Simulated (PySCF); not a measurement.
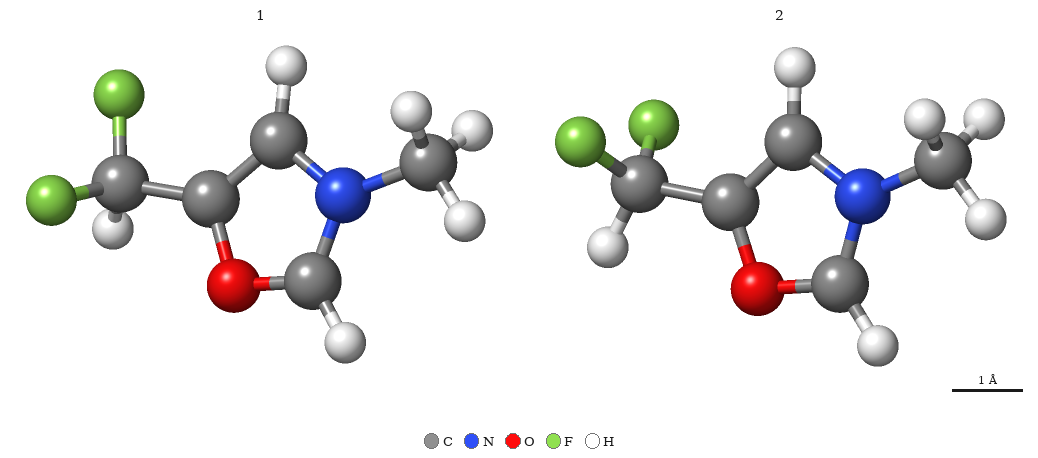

Two geometries of C$_{5}$H$_{6}$F$_{2}$NO (charge +1), drawn at one scale. One is the start of a relaxation, the other its converged end. Style: ball-and-stick. Shown at a tilt.

These are results of PBE0-D3(BJ)/def2-SVP geometry optimisation, gas phase in PySCF, not measurements. 

**Which one is relaxed?**

Structure 1 is the relaxed one. The start comes from GFN2-xTB. Its atoms were then displaced at random by about 0.01 Å. After 17 geometry steps the energy has fallen by 0.230 eV. The largest move after the best rigid fit is that of an F atom, 0.86 Å. Largest moves by element: F 0.86 Å, H 0.70 Å, C 0.21 Å, O 0.20 Å, N 0.02 Å. Among the contacts that change: C–O 1.353 → 1.303 Å, C–N 1.422 → 1.460 Å, C–O 1.332 → 1.359 Å, C–H 1.074 → 1.098 Å. Among the angles between lasting bonds that change: F–C–F 106.9° → 110.0°, N–C–H 112.2° → 109.2°, H–C–H 106.9° → 109.6°. Groups turn about C–C by about 50°. Cost: 3.3 min on 1 thread of Arm Neoverse V1, on a shared host.
